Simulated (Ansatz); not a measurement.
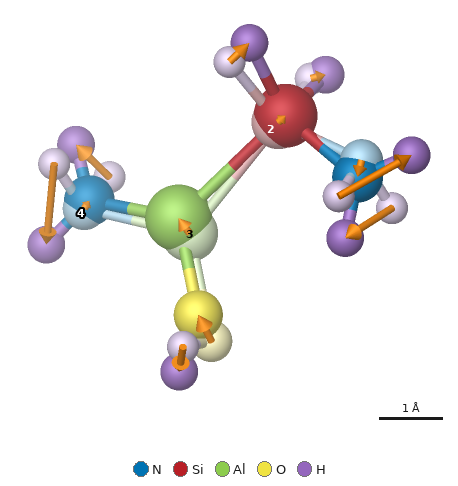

A relaxation of AlSiN2H7O. The starting structure is drawn faded, the final one solid; orange arrows show the displacements, at their true length. The two geometries are superimposed by the best rigid fit.

Style: ball-and-stick. Shown at a tilt.

The run prepares the start of a later molecular dynamics calculation, from a guessed geometry.

All numbers below come from UKS PBE0-D4/6-31G (Ansatz). Settings: collinear spin; force threshold 0.02 eV/Å; at most 40 steps.

Atoms of which element are displaced furthest, and by how much?

Hydrogen: up to 1.51 Å, against 0.55 Å for oxygen.

What did the optimiser do to the structure, and how much energy did it gain?

Over 22 accepted moves (24 points after the start) the energy falls by 219.0 kJ/mol. Largest force component: 4 eV/Å at the start, 0.013 eV/Å at the end. The line search rejected the trial steps at points 5, 13 of the run. The largest move after the best rigid fit is that of an H atom, 1.51 Å. By element the largest moves are H 1.51 Å, O 0.55 Å, Al 0.30 Å, N 0.27 Å, Si 0.16 Å. Some distances before and after: Al–N 1.984 → 1.792 Å, Al–O 1.819 → 1.721 Å, Al–Si 2.358 → 2.437 Å, H–N 1.084 → 1.011 Å. Bond angles that change, for instance: Al–O–H 103.8° → 145.4°, Al–N–H 100.4° → 123.5°, Al–N–H 105.4° → 125.0°. Groups turn about Al–O by about 90°.

Limits of the set-up: the basis has no polarisation functions, which atoms past neon need.
